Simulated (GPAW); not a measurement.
# Screening of a field by S/Ta(110), part 2 of 2

How does S/Ta(110) screen a perpendicular field?

GPAW 26.7.0; GPAW, PAW setups; slab in vacuum, relaxation (the session's first sound run).

So far, dipole along the normal (e·Å): step 2 (relaxing the atoms) -0.0265; step 3 (plane waves, PBE) -0.0262; step 4 (In a field) -0.129.

### Step 5. In a field

run.py

```python
import json
import numpy as np
from ase import Atoms
from gpaw import GPAW, PW
from gpaw.external import ConstantElectricField

slab = Atoms(
    ['Ta', 'Ta', 'Ta', 'Ta', 'S'],
    positions=[
        [0.00000, 0.00000, 9.00000],
        [2.34052, -0.00000, 11.34052],
        [-0.00642, 0.00000, 13.66814],
        [2.25019, -0.00000, 16.02592],
        [3.98892, -0.00000, 17.77798]],
    cell=[[2.34052, -1.655, 0.0], [2.34052, 1.655, 0.0], [0.0, 0.0, 27.43085]],
    pbc=[True, True, False])

slab.calc = GPAW(mode=PW(400), xc='PBE', kpts={'size': (12, 12, 1), 'gamma': True},
                 occupations={'name': 'fermi-dirac', 'width': 0.1}, nbands='160%',
                 convergence={'density': 1e-05}, maxiter=200,
                 poissonsolver={'dipolelayer': 'xy'},
                 external=ConstantElectricField(-0.1, [0, 0, 1]),
                 symmetry={'tolerance': 1e-3}, txt='slab.txt')
result = {}
energy = slab.get_potential_energy()
fermi = slab.calc.get_fermi_level()
v = slab.calc.get_electrostatic_potential().mean((0, 1)) - fermi
n = slab.calc.get_pseudo_density().mean((0, 1))
L = slab.cell[2, 2]
z = np.arange(len(v)) * L / len(v)
low, high = slab.positions[:, 2].min(), slab.positions[:, 2].max()
below, above = np.interp([low - 6.8, high + 6.8], z, v)
slopes = [np.interp(x, z, np.gradient(v, z)) for x in (low - 6.8, high + 6.8)]
eps = np.array([[slab.calc.get_eigenvalues(k, s) for k in range(len(slab.calc.get_ibz_k_points()))]
                for s in range(slab.calc.get_number_of_spins())]) - fermi
top, bottom = eps[eps < 0].max(), eps[eps > 0].min()
dipole = slab.get_dipole_moment()[2]
print(f'energy {energy:.4f} eV, Fermi level {fermi:.4f} eV, dipole {dipole:.5f} e A')
print(f'potential 6.8 A off the faces, from the Fermi level: lower {below:.4f} eV, upper {above:.4f} eV')
print(f'slope of the potential there: lower {slopes[0]:.5f}, upper {slopes[1]:.5f} eV/A')
print(f'nearest levels on the mesh: {top:.4f} and {bottom:.4f} eV')
print('magnetic moment', round(slab.get_magnetic_moment(), 3))
result.update(energy=energy, fermi=fermi, dipole=dipole, below=below, above=above, slopes=slopes, edges=[top, bottom],
              z=z.tolist(), v=v.tolist(), n=n.tolist(), positions=slab.positions.tolist(),
              forces=slab.get_forces(apply_constraint=False).tolist(), moments=slab.get_magnetic_moments().tolist())
json.dump(result, open('result.json', 'w'))
```

Started as:

```bash
$ OMP_NUM_THREADS=1 OPENBLAS_NUM_THREADS=1 python run.py
```

The log of the run:

```text
energy -43.1957 eV, Fermi level 1.7579 eV, dipole -0.07742 e A
potential 6.8 A off the faces, from the Fermi level: lower 4.0990 eV, upper 5.9073 eV
slope of the potential there: lower -0.00002, upper -0.00001 eV/A
nearest levels on the mesh: -0.0015 and 0.0155 eV
magnetic moment 0.0
```

It took 6.3 min on 1 thread of Arm Neoverse V1, shared host; peak memory 0.5 GiB.

Numbers from this step:

- dipole along the normal: -0.07742 e·Å
- levels nearest the Fermi level on the mesh: -0.001486, 0.01546 eV from the Fermi level
- potential below the slab, the applied field's own ramp left out: 4.099 eV from the Fermi level
- potential above the slab, the applied field's own ramp left out: 5.907 eV from the Fermi level

The electrostatic potential energy of an electron (without an applied field's), less the Fermi level, planar mean oscillates, so the rows of the table below give means over windows of 2.36 Å about each position, cut where the curve ends. Its maxima inside the range that stand out by 2 % of the span (Å: eV): 10.2: -1.66, 12.5: -1.53, 14.9: -1.12, 17.0: -4.80. Its minima: 9.0: -25.9, 11.4: -25.5, 13.7: -25.1, 16.1: -25.3, 17.8: -21.5.

Table of electrostatic potential energy of an electron (without an applied field's), less the Fermi level, planar mean by z; means over each step:

| z (Å) | electrostatic potential energy of an electron (without an applied field's), less the Fermi level, planar mean (eV) |
| --- | --- |
| 1.18 | 4.17 |
| 3.54 | 4.10 |
| 5.90 | 3.95 |
| 8.26 | -9.61 |
| 10.62 | -12.1 |
| 12.98 | -11.9 |
| 15.34 | -11.7 |
| 17.70 | -8.44 |
| 20.06 | 5.66 |
| 22.42 | 5.91 |
| 24.78 | 5.91 |
| 27.14 | 5.84 |

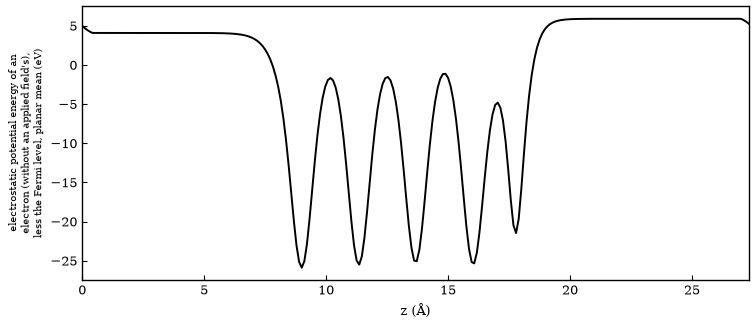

Electrostatic potential energy of an electron (without an applied field's), less the Fermi level, planar mean, plotted against z.

Force by atom:

| atom | x (eV/Å) | y (eV/Å) | z (eV/Å) | size |
| --- | --- | --- | --- | --- |
| Ta1 | 0.012 | 0.000 | 0.352 | 0.352 |
| Ta2 | 0.013 | 0.000 | -0.354 | 0.354 |
| Ta3 | -0.011 | 0.000 | -0.004 | 0.012 |
| Ta4 | 0.000 | 0.000 | 0.022 | 0.022 |
| S5 | -0.012 | 0.000 | -0.017 | 0.021 |

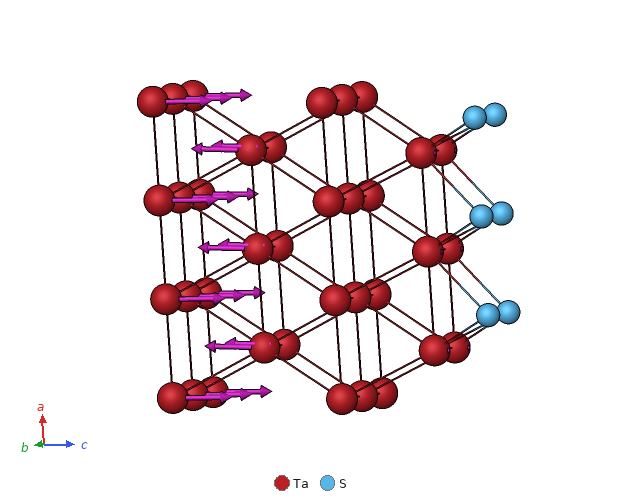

Force as arrows, the longest 0.354 eV/Å. 3×2×1 cells are drawn. Some periodic images of atoms are drawn too.

The dipole is now -0.0774 e Å, against -0.026 in the run without a field.

### Step 6. In a field

Changes to run.py since step 5:

```diff
@@ -21,3 +21,3 @@
                  poissonsolver={'dipolelayer': 'xy'},
-                 external=ConstantElectricField(-0.1, [0, 0, 1]),
+                 external=ConstantElectricField(-0.05, [0, 0, 1]),
                  symmetry={'tolerance': 1e-3}, txt='slab.txt')
```

The log of the run:

```text
energy -43.1925 eV, Fermi level 1.7334 eV, dipole -0.05179 e A
potential 6.8 A off the faces, from the Fermi level: lower 4.4413 eV, upper 5.6510 eV
slope of the potential there: lower -0.00002, upper -0.00001 eV/A
nearest levels on the mesh: -0.0008 and 0.0154 eV
magnetic moment 0.0
```

The job ended after 6.3 min (1 thread; peak memory 0.5 GiB).

### Step 7. Field on

Changes to run.py since step 6:

```diff
@@ -21,3 +21,3 @@
                  poissonsolver={'dipolelayer': 'xy'},
-                 external=ConstantElectricField(-0.05, [0, 0, 1]),
+                 external=ConstantElectricField(0.05, [0, 0, 1]),
                  symmetry={'tolerance': 1e-3}, txt='slab.txt')
```

The log of the run:

```text
energy -43.1900 eV, Fermi level 1.6838 eV, dipole -0.00050 e A
potential 6.8 A off the faces, from the Fermi level: lower 5.1275 eV, upper 5.1393 eV
slope of the potential there: lower -0.00003, upper -0.00001 eV/A
nearest levels on the mesh: -0.0458 and 0.0006 eV
magnetic moment 0.0
```

It took 6.1 min on 1 thread; peak memory 0.5 GiB.

### Step 8. In a field

Changes to run.py since step 7:

```diff
@@ -21,3 +21,3 @@
                  poissonsolver={'dipolelayer': 'xy'},
-                 external=ConstantElectricField(0.05, [0, 0, 1]),
+                 external=ConstantElectricField(0.1, [0, 0, 1]),
                  symmetry={'tolerance': 1e-3}, txt='slab.txt')
```

The log of the run:

```text
energy -43.1906 eV, Fermi level 1.6587 eV, dipole 0.02516 e A
potential 6.8 A off the faces, from the Fermi level: lower 5.4715 eV, upper 4.8840 eV
slope of the potential there: lower -0.00004, upper -0.00001 eV/A
nearest levels on the mesh: -0.0456 and 0.0014 eV
magnetic moment 0.0
```

Elapsed: 5.9 min, on 1 thread; peak memory 0.5 GiB.

The electrostatic potential energy of an electron (without an applied field's), less the Fermi level, planar mean oscillates, so the rows of the table below give means over windows of 2.36 Å about each position, cut where the curve ends. Its maxima inside the range that stand out by 2 % of the span (Å: eV): 10.2: -0.951, 12.5: -1.30, 14.9: -1.35, 17.0: -5.46. Its minima: 9.0: -24.9, 11.4: -25.0, 13.7: -25.1, 16.1: -25.8, 17.8: -22.3.

Electrostatic potential energy of an electron (without an applied field's), less the Fermi level, planar mean against z; means over each step:

| z (Å) | electrostatic potential energy of an electron (without an applied field's), less the Fermi level, planar mean (eV) |
| --- | --- |
| 1.18 | 5.45 |
| 3.54 | 5.47 |
| 5.90 | 5.31 |
| 8.26 | -8.52 |
| 10.62 | -11.5 |
| 12.98 | -11.8 |
| 15.34 | -12.0 |
| 17.70 | -9.22 |
| 20.06 | 4.65 |
| 22.42 | 4.88 |
| 24.78 | 4.88 |
| 27.14 | 4.90 |

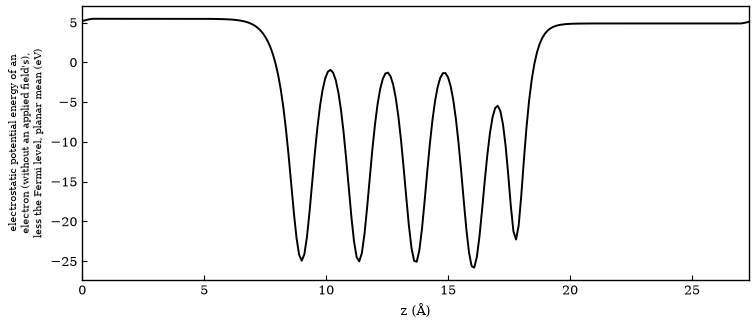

Electrostatic potential energy of an electron (without an applied field's), less the Fermi level, planar mean against z.

The dipole is now 0.0252 e Å, against -0.026 in the run without a field.

### Step 9. In a field

Changes to run.py since step 8:

```diff
@@ -21,3 +21,3 @@
                  poissonsolver={'dipolelayer': 'xy'},
-                 external=ConstantElectricField(0.1, [0, 0, 1]),
+                 external=ConstantElectricField(0.2, [0, 0, 1]),
                  symmetry={'tolerance': 1e-3}, txt='slab.txt')
```

The log of the run:

```text
energy -43.1958 eV, Fermi level 1.6076 eV, dipole 0.07656 e A
potential 6.8 A off the faces, from the Fermi level: lower 6.1620 eV, upper 4.3738 eV
slope of the potential there: lower -0.00005, upper -0.00002 eV/A
nearest levels on the mesh: -0.0450 and 0.0028 eV
magnetic moment 0.0
```

Wall time 6.1 min (1 thread); peak memory 0.5 GiB.

The dipole is now 0.0766 e Å, against -0.026 in the run without a field.

### Step 10. Field on

Changes to run.py since step 9:

```diff
@@ -21,3 +21,3 @@
                  poissonsolver={'dipolelayer': 'xy'},
-                 external=ConstantElectricField(0.2, [0, 0, 1]),
+                 external=ConstantElectricField(0.3, [0, 0, 1]),
                  symmetry={'tolerance': 1e-3}, txt='slab.txt')
```

The log of the run:

```text
energy -43.2061 eV, Fermi level 1.5556 eV, dipole 0.12805 e A
potential 6.8 A off the faces, from the Fermi level: lower 6.8555 eV, upper 3.8646 eV
slope of the potential there: lower -0.00007, upper -0.00002 eV/A
nearest levels on the mesh: -0.0445 and 0.0041 eV
magnetic moment 0.0
```

Run time: 6.1 min. Hardware: 1 thread; peak memory 0.5 GiB.

The dipole is now 0.128 e Å, against -0.026 in the run without a field.

### Step 11. The series

The members are put on one axis.

This step: induced dipole against applied field (GPAW 26.7.0).

Dipole along the normal against field:

| field (V/Å) | dipole along the normal (e·Å) |
| --- | --- |
| -0.200 | -0.129 |
| -0.100 | -0.0774 |
| -0.050 | -0.0518 |
| 0.000 | -0.0262 |
| 0.050 | -5.0e-4 |
| 0.100 | 0.0252 |
| 0.200 | 0.0766 |
| 0.300 | 0.128 |

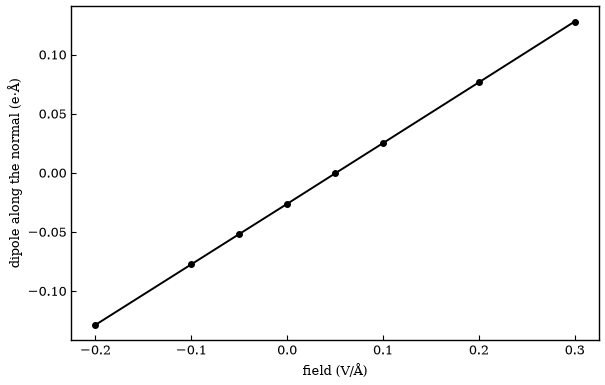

Dipole along the normal against field.

### Step 12. Outcome

```
work function, upper and lower face            : 5.395 and 4.784 eV
dipole along the normal                        : -0.0262 e Å
induced dipole per field                       : 0.513 e Å per V/Å
out-of-plane polarisability per area, α/(ε0 A) : 12.0 Å
```

What this shows: The field induces 0.513 e Å per V/Å, a polarisable thickness α/(ε0 A) of 12.0 Å beside 8.78 Å between the outermost nuclei. A perfect conductor would give the distance between its two image planes; a dielectric of thickness t gives t(1 - 1/ε). The two faces differ by 0.61 eV, the step that the slab's dipole makes (e p/(ε0 A) gives 0.61 eV), so the dipole layer is needed. The induced dipole is linear in the field over this range. The cell of 7.75 Å² holds one S, started on one chosen site; other sites and coverages weren't tried. The in-plane lattice was kept as typed, which isn't the functional's own and leaves some strain; spin-orbit coupling and temperature are left out.

[Logs are printed without paths, hosts, clocks, repeated set-up lines and the standing remarks that a program may print on its own settings, such as how far it seeks lower states.]

[Hosts, paths, dates, database ids (printed as entryN), source tags and the programs' standing remarks are cut or masked in the printed files.]
